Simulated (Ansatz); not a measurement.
```
CELL_PARAMETERS angstrom
7.26753 0.00000 0.00000
0.00000 7.57027 0.00000
0.00000 0.00000 10.07860
ATOMIC_POSITIONS crystal
Li 0.18790 0.03650 0.13200
Li 0.68790 0.53650 0.13200
Li 0.68790 0.03650 0.63200
Li 0.18790 0.53650 0.63200
Li 0.31210 0.03650 0.36800
Li 0.81210 0.53650 0.36800
Li 0.81210 0.03650 0.86800
Li 0.31210 0.53650 0.86800
Li 0.18790 0.46350 0.36800
Li 0.68790 0.96350 0.36800
Li 0.68790 0.46350 0.86800
Li 0.18790 0.96350 0.86800
Li 0.31210 0.46350 0.13200
Li 0.81210 0.96350 0.13200
Li 0.81210 0.46350 0.63200
Li 0.31210 0.96350 0.63200
Si 0.50000 0.23013 0.00000
Si 0.00000 0.73013 0.00000
Si 0.00000 0.23013 0.50000
Si 0.50000 0.73013 0.50000
Si 0.00000 0.26987 0.00000
Si 0.50000 0.76987 0.00000
Si 0.50000 0.26987 0.50000
Si 0.00000 0.76987 0.50000
C 0.25000 0.25000 0.25000
C 0.75000 0.75000 0.25000
C 0.75000 0.25000 0.75000
C 0.25000 0.75000 0.75000
C 0.40353 0.00000 0.00000
C 0.90353 0.50000 0.00000
C 0.90353 0.00000 0.50000
C 0.40353 0.50000 0.50000
C 0.59647 0.00000 0.00000
C 0.09647 0.50000 0.00000
C 0.09647 0.00000 0.50000
C 0.59647 0.50000 0.50000
```

Space group F222; a structure generated by program, which may or may not match a known phase.

The calculation used Ansatz 0.2.0, DFT PBE, scalar-relativistic, plane waves, PAW.

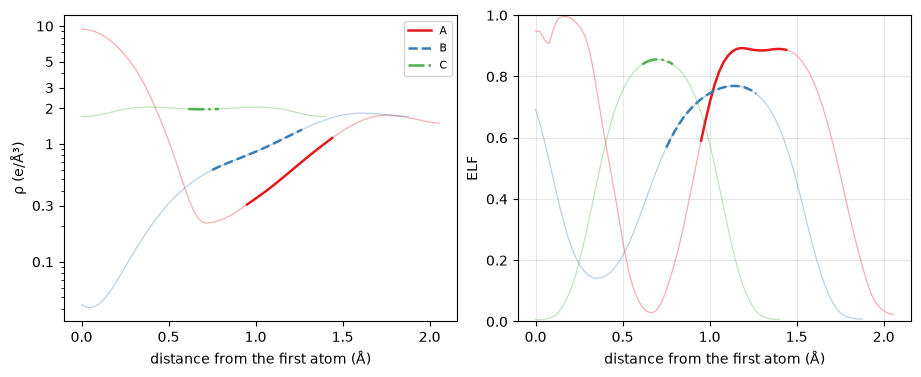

Li$_{4}$Si$_{2}$C$_{3}$. Valence pseudo-density and ELF along straight lines between neighbouring atoms. Thin, pale parts lie inside the atomic spheres.

The density is the valence pseudo-density of a PAW calculation; it isn't the true density close to the nuclei.

> Which curve belongs to which contact (C–C, Li–C and Si–C)? The first atom named is at distance zero.

Curve A: Li–C (2.06 Å): ρ is about 0.37 e/Å³ halfway; the ELF peaks at about 0.90 in the valence shell of C, 0.9 Å from its nucleus, and is about 0.75 at the midpoint. Curve B: Si–C (1.88 Å): ρ at the midpoint is about 0.79 e/Å³; the ELF peaks at about 0.75 between the atoms. Curve C: C–C (1.40 Å): ρ at the midpoint is about 2 e/Å³; the ELF peaks at about 0.85 between the atoms.
